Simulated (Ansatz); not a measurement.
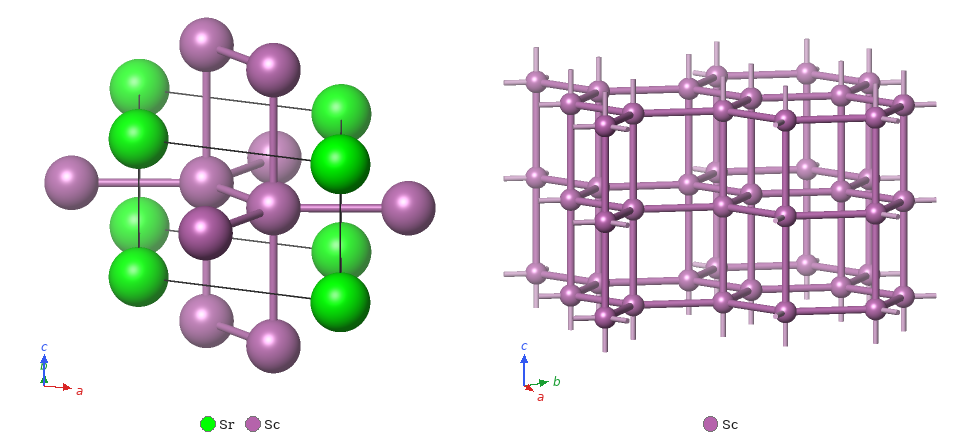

Left: the structure. Right: its underlying net. Nodes are coloured by element. Short stubs are edges that leave the cut-out.

SrSc2 (space group P6/mmm, No. 191). Coordinates: the geometry relaxed with Ansatz 0.2.0, DFT PBE, scalar-relativistic, plane waves, PAW; the starting structure was generated, so it need not be a known form of this composition.

Bonds are taken as Sc–Sc below 3.9 Å; Sr is left out of the net, as the electropositive filling of the structure; no other contact counts. The graph is simplified in the usual way: terminal and isolated atoms are pruned, two-connected atoms become edges.

The result is a uninodal 5-connected, three-periodic net: Sc is a 5-connected node. It is the bnn net, known from eclipsed honeycomb layers linked along c. It is a single net, without interpenetration.

| node | links | point symbol | coordination sequence |
| --- | --- | --- | --- |
| Sc | 5 | 4⁶·6⁴ | 5 14 29 50 |
